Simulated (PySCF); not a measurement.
# CH6ClNSi (SMILES CN[SiH2]Cl) at MP2/ANO-RCC-VDZ (sfX2C)

What is the vertical ionisation energy of CH6ClNSi at MP2/ANO-RCC-VDZ (sfX2C)? Input form: a Python script.

The calculation is run with PySCF 2.14.0.

**1. The system as given**

CH6ClNSi: 10 atoms, total charge 0, spin state singlet. As SMILES, `CN[SiH2]Cl`. The shape is that of a PBE0-D4/def2-TZVP optimisation. This is one conformer, not always the lowest.

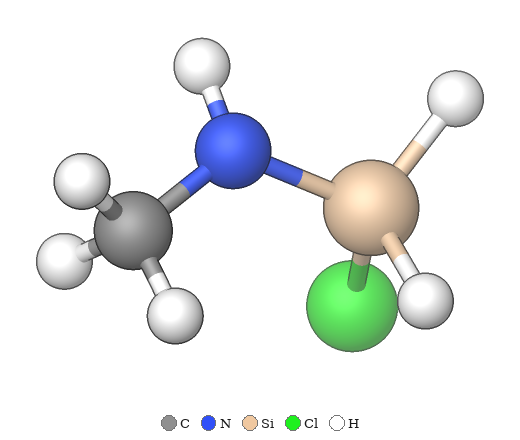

Viewed from a chosen angle; carbon grey, nitrogen blue, silicon light orange, chlorine green, hydrogen white.

**2. A single-point energy at MP2/ANO-RCC-VDZ (sfX2C)**

job.py

```python
from pyscf import gto, scf, mp

system = gto.M(
    atom=[
    ('C', (-0.242300, 1.264400, 0.564800)),
    ('N', (-0.436700, 0.246400, -0.448800)),
    ('Si', (0.477700, -1.180400, -0.542000)),
    ('Cl', (0.138000, -2.533300, 0.993900)),
    ('H', (-0.833400, 1.088300, 1.470800)),
    ('H', (-0.494100, 2.254000, 0.174500)),
    ('H', (0.810100, 1.289000, 0.857400)),
    ('H', (-1.369300, 0.230400, -0.831400)),
    ('H', (0.120300, -1.874000, -1.798300)),
    ('H', (1.912700, -0.835900, -0.438000)),
],
    verbose=3,
    basis='ano-rcc-vdz',
    max_memory=1860,
)

myscf = scf.RHF(system)
myscf = myscf.sfx2c1e()
myscf.conv_tol = 1e-10
myscf.kernel()
if not myscf.converged:
    myscf = myscf.newton().run(myscf.mo_coeff, myscf.mo_occ)

pt = mp.MP2(myscf, frozen=12).run()
energy = pt.e_tot
print('Final energy', energy)
```

Started as:

```sh
$ OMP_NUM_THREADS=1 python job.py
```

Standard output:

```text
converged SCF energy = -846.291946372065
E(RMP2) = -846.584120645705  E_corr = -0.292174273640556
E(SCS-RMP2) = -846.587244066296  E_corr = -0.295297694231037
Final energy -846.5841206457051
```

It took 5.1 s on 1 thread of Arm Neoverse V1, shared host; peak memory 0.16 GiB.

**3. The doublet cation**

calc.py

```python
from pyscf import gto, scf, mp

mol = gto.M(
    atom='''
C     -0.242300     1.264400     0.564800
N     -0.436700     0.246400    -0.448800
Si     0.477700    -1.180400    -0.542000
Cl     0.138000    -2.533300     0.993900
H     -0.833400     1.088300     1.470800
H     -0.494100     2.254000     0.174500
H      0.810100     1.289000     0.857400
H     -1.369300     0.230400    -0.831400
H      0.120300    -1.874000    -1.798300
H      1.912700    -0.835900    -0.438000
''',
    max_memory=1860,
    charge=1,
    basis='ano-rcc-vdz',
    spin=1,
    verbose=4,
)

mf = scf.UHF(mol)
mf = mf.x2c()
mf.conv_tol = 1e-10
mf.kernel()
if not mf.converged:
    mf = mf.newton().run(mf.mo_coeff, mf.mo_occ)

pt = mp.MP2(mf, frozen=12).run()
e_final = pt.e_tot
print('Final energy', e_final)
```

Started as:

```sh
$ OMP_NUM_THREADS=1 python calc.py
```

Standard output:

```text
PySCF version 2.14.0

[INPUT] num. atoms = 10
[INPUT] num. electrons = 49
[INPUT] charge = 1
[INPUT] spin (= nelec alpha-beta = 2S) = 1
[INPUT] symmetry False subgroup None
[INPUT] Mole.unit = angstrom
[INPUT] Symbol           X                Y                Z      unit          X                Y                Z       unit  Magmom
[INPUT]  1 C     -0.242300000000   1.264400000000   0.564800000000 AA   -0.457880639982   2.389369711900   1.067317315154 Bohr   0.0
[INPUT]  2 N     -0.436700000000   0.246400000000  -0.448800000000 AA   -0.825243398598   0.465628517093  -0.848109084705 Bohr   0.0
[INPUT]  3 Si     0.477700000000  -1.180400000000  -0.542000000000 AA    0.902722169705  -2.230632717437  -1.024231559514 Bohr   0.0
[INPUT]  4 Cl     0.138000000000  -2.533300000000   0.993900000000 AA    0.260782205190  -4.787243191361   1.878198795205 Bohr   0.0
[INPUT]  5 H     -0.833400000000   1.088300000000   1.470800000000 AA   -1.574897752213   2.056588941364   2.779409184010 Bohr   0.0
[INPUT]  6 H     -0.494100000000   2.254000000000   0.174500000000 AA   -0.933713678148   4.259442684770   0.329757208737 Bohr   0.0
[INPUT]  7 H      0.810100000000   1.289000000000   0.857400000000 AA    1.530867133510   2.435856974564   1.620251179202 Bohr   0.0
[INPUT]  8 H     -1.369300000000   0.230400000000  -0.831400000000 AA   -2.587601982367   0.435392899100  -1.571118299963 Bohr   0.0
[INPUT]  9 H      0.120300000000  -1.874000000000  -1.798300000000 AA    0.227334052785  -3.541346757435  -3.398294489805 Bohr   0.0
[INPUT] 10 H      1.912700000000  -0.835900000000  -0.438000000000 AA    3.614479158456  -1.579622067524  -0.827700042559 Bohr   0.0

nuclear repulsion = 218.526722095258
number of shells = 14
number of NR pGTOs = 236
number of NR cGTOs = 56
basis = ano-rcc-vdz
ecp = {}

******** <class 'pyscf.x2c.sfx2c1e.sfX2C1eUHF'> ********
method = sfX2C1eUHF
initial guess = minao
damping factor = 0
level_shift factor = 0
DIIS = <class 'pyscf.scf.diis.CDIIS'>
diis_start_cycle = 1
diis_space = 8
diis_damp = 0
SCF conv_tol = 1e-10
SCF conv_tol_grad = None
SCF max_cycles = 50
direct_scf = True
direct_scf_tol = 1e-13
number electrons alpha = 25  beta = 24

******** <class 'pyscf.x2c.sfx2c1e.SpinFreeX2CHelper'> ********
approx = 1e
xuncontract = 1
Set gradient conv threshold to 1e-05
init E= -846.761014180375
[... the frontier-level lines of each cycle are left out ...]

cycle= 1 E= -845.838931125152  delta_E= 0.922  |g|= 0.389  |ddm|= 2.77
cycle= 2 E= -845.946367053493  delta_E= -0.107  |g|= 0.201  |ddm|= 1.06
cycle= 3 E= -845.970223235212  delta_E= -0.0239  |g|= 0.0542  |ddm|= 0.232
cycle= 4 E= -845.974640584561  delta_E= -0.00442  |g|= 0.0237  |ddm|= 0.134
cycle= 5 E= -845.975841131794  delta_E= -0.0012  |g|= 0.0119  |ddm|= 0.0655
cycle= 6 E= -845.976154703199  delta_E= -0.000314  |g|= 0.00351  |ddm|= 0.0451
cycle= 7 E= -845.976174583231  delta_E= -1.99e-05  |g|= 0.00142  |ddm|= 0.0106
cycle= 8 E= -845.976178216349  delta_E= -3.63e-06  |g|= 0.000449  |ddm|= 0.0057
cycle= 9 E= -845.976178630659  delta_E= -4.14e-07  |g|= 0.000153  |ddm|= 0.00169
cycle= 10 E= -845.976178678416  delta_E= -4.78e-08  |g|= 6.53e-05  |ddm|= 0.000548
cycle= 11 E= -845.976178688072  delta_E= -9.66e-09  |g|= 3.15e-05  |ddm|= 0.00023
cycle= 12 E= -845.976178691601  delta_E= -3.53e-09  |g|= 1.55e-05  |ddm|= 0.000156
cycle= 13 E= -845.976178692608  delta_E= -1.01e-09  |g|= 5.91e-06  |ddm|= 0.000101
cycle= 14 E= -845.976178692709  delta_E= -1.01e-10  |g|= 2.37e-06  |ddm|= 2.92e-05
cycle= 15 E= -845.976178692725  delta_E= -1.61e-11  |g|= 9.96e-07  |ddm|= 1.13e-05
Extra cycle  E= -845.976178692726  delta_E= -6.82e-13  |g|= 6.26e-07  |ddm|= 2.22e-06
converged SCF energy = -845.976178692726  <S^2> = 0.76376529  2S+1 = 2.0137182

******** <class 'pyscf.mp.ump2.UMP2'> ********
nocc = (np.int64(13), np.int64(12)), nmo = (44, 44)
frozen orbitals 12
E(UMP2) = -846.24225797803  E_corr = -0.266079285304093
E(SCS-UMP2) = -846.24623278278  E_corr = -0.270054090053989
E_corr(same-spin) = -0.0568165988202953
E_corr(oppo-spin) = -0.209262686483798
Final energy -846.2422579780297
```

It took 5.4 s on 1 thread of Arm Neoverse V1, shared host; peak memory 0.16 GiB.

**4. Results**

At MP2/ANO-RCC-VDZ (sfX2C), 12 core orbitals frozen:

| quantity | value |
| --- | --- |
| singlet CH6ClNSi: total energy | -846.58412 Eh |
| singlet CH6ClNSi: dipole moment (Hartree–Fock density) | 2.95 D |
| singlet CH6ClNSi: HOMO energy (Hartree–Fock orbitals) | -10.77 eV |
| singlet CH6ClNSi: LUMO energy (Hartree–Fock orbitals) | 2.22 eV |
| singlet CH6ClNSi: HOMO–LUMO gap (Hartree–Fock orbitals) | 12.99 eV |
| singlet CH6ClNSi: correlation energy (12 core orbitals frozen) | -292.2 mEh |
| doublet cation: total energy | -846.24226 Eh |
| doublet cation: HOMO energy (Hartree–Fock orbitals) (highest over α and β) | -16.94 eV |
| doublet cation: LUMO energy (Hartree–Fock orbitals) (lowest over α and β) | -6.69 eV |
| doublet cation: correlation energy (12 core orbitals frozen) | -266.1 mEh |
| doublet cation: ⟨S²⟩ of the reference determinant | 0.764 |
| vertical ionisation energy (to the doublet cation) | 9.303 eV |

What this shows: The vertical ionisation energy comes to 9.30 eV (898 kJ/mol).
